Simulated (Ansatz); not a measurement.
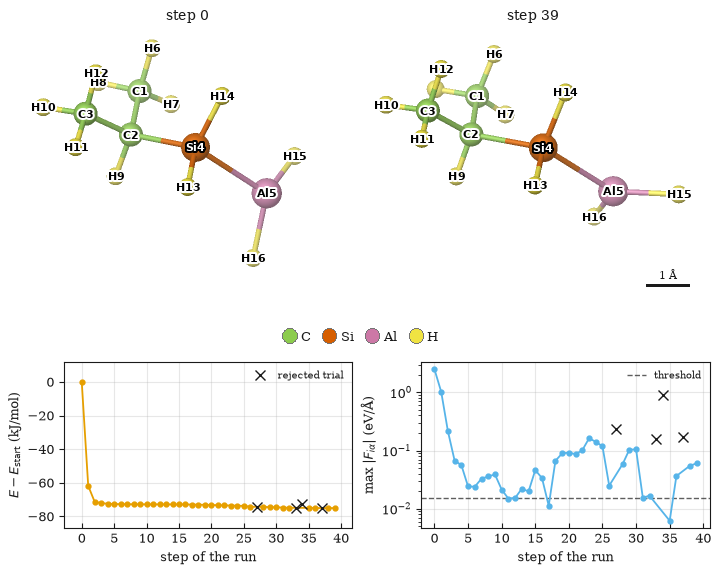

First and last geometry of a relaxation of C3H11AlSi, with the history of the run. The picture is a ball-and-stick view, seen from a free direction.

The run prepares an end point of a later path (torsion) calculation, from a guessed geometry.

The calculation used Ansatz 0.2.0, RKS BHLYP-D4/def2-SVP.

The input:
```yaml
crystal:
  periodic: [false, false, false]
  atoms:
    - { symbol: C, position_ang: [0.5391, 1.4029, -0.1973] }
    - { symbol: C, position_ang: [0.5468, 0.0221, 0.3501] }
    - { symbol: C, position_ang: [0.26041, 0.08208, 1.82488] }
    - { symbol: Si, position_ang: [2.15599, -0.80066, 0.12232] }
    - { symbol: Al, position_ang: [2.55842, -1.21492, -2.22677] }
    - { symbol: H, position_ang: [1.2636, 2.0968, 0.2746] }
    - { symbol: H, position_ang: [0.6929, 1.4489, -1.3026] }
    - { symbol: H, position_ang: [-0.4631, 1.9191, -0.0097] }
    - { symbol: H, position_ang: [-0.28644, -0.58215, -0.16988] }
    - { symbol: H, position_ang: [-0.77613, 0.55096, 2.00833] }
    - { symbol: H, position_ang: [0.18317, -0.95601, 2.25783] }
    - { symbol: H, position_ang: [0.98281, 0.67307, 2.39476] }
    - { symbol: H, position_ang: [2.21977, -2.11664, 0.71195] }
    - { symbol: H, position_ang: [3.27517, -0.008, 0.57025] }
    - { symbol: H, position_ang: [2.8354, 0.0466, -3.14086] }
    - { symbol: H, position_ang: [1.59374, -2.30203, -2.95283] }
basis:
  gaussian: { orbitals: def2-SVP }
hamiltonian:
  xc: { name: BHLYP }
  dispersion: d4
relax:
  f_tol: 0.015
  max_steps: 40
```

Command:
```bash
ansatz run input.yaml --threads 2 --pin off --max-ram 3072MiB --backend cpu --events-out ev --progress --plain --runs-dir out
```

Read the history and describe the run.

The relaxation stopped without meeting its thresholds, so the last structure isn't shown to be converged. It used up its limit of 40 steps. The atom that moves furthest after the best rigid fit is H15 (1.83 Å). By element the largest moves are H 1.83 Å, C 0.24 Å, Al 0.24 Å, Si 0.12 Å. Near-neighbour distances that change, for instance: C2–Si4 1.822 → 1.903 Å, C2–H9 1.153 → 1.098 Å, Si4–H13 1.443 → 1.492 Å, C1–H8 1.143 → 1.096 Å. Among the angles between lasting bonds that change: Al5–Si4–H13 103.5° → 109.3°, H15–Al5–H16 112.3° → 118.1°, C2–Si4–H14 113.5° → 108.6°. After 35 accepted moves (39 points after the start) the energy has fallen by 75.0 kJ/mol. The largest force component goes from 2.5 to 0.06 eV/Å. The line search rejected the trial steps at points 27, 33, 34, 37 of the run. The forces were under the threshold at step 11, but the run went on from there. The run took 2.9 min on 2 threads of Arm Neoverse V2, with other jobs on the host, peak memory 0.34 GiB.
